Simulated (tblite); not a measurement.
**Frequency calculation, with input and output: C₂H₈GeS₂Si**

- system: C₂H₈GeS₂Si
- method: GFN2-xTB harmonic vibrations, gas phase (tblite 0.8.0)

It belongs to a series of runs on one base structure; here: C replaced by Ge.

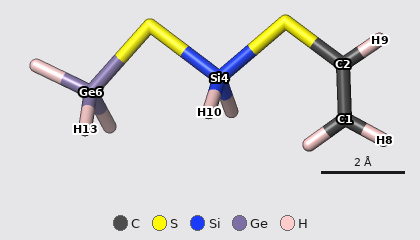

**Figure 1.** The structure as given in the input (stick view, seen at a tilt; atoms are numbered from 1 in the order of the input). Sticks mark near contacts.

## Input file
```
{"job": {"kind": "ir", "xc": "GFN2-xTB", "basis": "xTB"}, "charge": 0, "multiplicity": 1}
C     -2.908135    -0.197956    -0.579496
C     -2.842017     1.063772    -0.195447
S     -1.423651     1.999138     0.236225
Si     0.181994     0.604740     0.070256
S      1.904840     1.734197     0.654183
Ge     3.346747     0.092595     0.460513
H     -2.042378    -0.827955    -0.677059
H     -3.859158    -0.644272    -0.813377
H     -3.726754     1.675624    -0.109560
H      0.335518     0.148459    -1.309246
H     -0.015267    -0.512683     0.989891
H      2.979752    -1.049942     1.364109
H      3.376266    -0.431237    -0.947191
H      4.691565     0.625071     0.834034
```

The first line tells a small driver script what to run in tblite; the rest is the geometry in Å.

Run as:
```bash
OMP_NUM_THREADS=1 python <driver script> task.json out
```

## What the program printed
```
mode    cm-1     km/mol
  1      32.7      0.16
  2      50.3      0.12
  3      63.8      0.05
  4      96.9      2.01
  5     110.6      4.90
  6     114.3      0.22
  7     169.3      1.12
  8     391.5      7.22
  9     406.2     53.41
 10     461.4     26.83
 11     480.3      1.97
 12     493.9    104.14
 13     535.4     55.72
 14     555.8    184.29
 15     563.1      0.98
 16     603.8      2.08
 17     692.9    583.47
 18     714.4    107.89
 19     749.5    241.89
 20     772.2    392.24
 21     823.7    104.82
 22     843.3    163.53
 23     846.9     13.79
 24     984.5     18.04
 25    1013.3     13.07
 26    1247.0     19.81
 27    1389.5      3.64
 28    1657.5     72.73
 29    1928.5    106.62
 30    2002.8    415.41
 31    2061.9    343.71
 32    2250.5    285.09
 33    2270.9     89.89
 34    3085.1      1.66
 35    3110.8      6.26
 36    3141.6     40.76
```

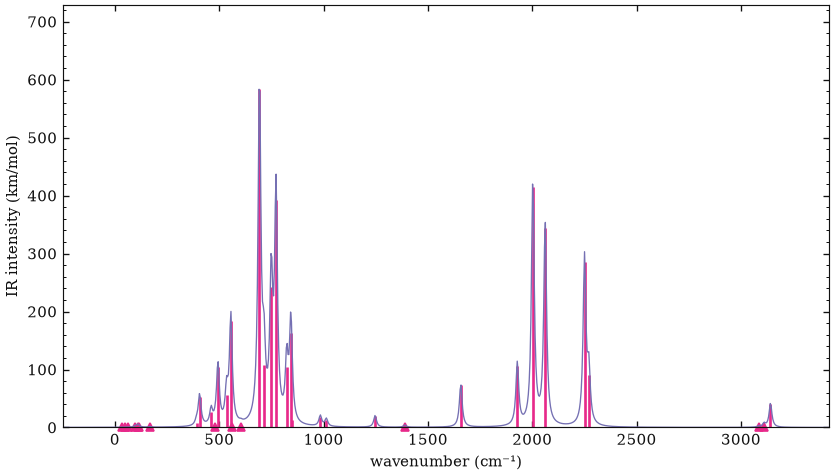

**Figure 2.** Harmonic infrared spectrum, unscaled: sticks (degenerate modes added up, dark ones marked on the axis) with a Lorentzian envelope of 16 cm⁻¹ full width, scaled to the tallest stick. 36 modes from 33 to 3142 cm⁻¹, none imaginary. The strongest line is at 693 cm⁻¹ (583 km/mol).

## Results in brief

```csv
quantity,value
outcome,converged
total energy,−504.6471 eV
zero-point energy,52.4880 kcal/mol
hardware,"1 CPU thread, shared host"
wall time,1.8 s
peak memory,0.18 GiB
```
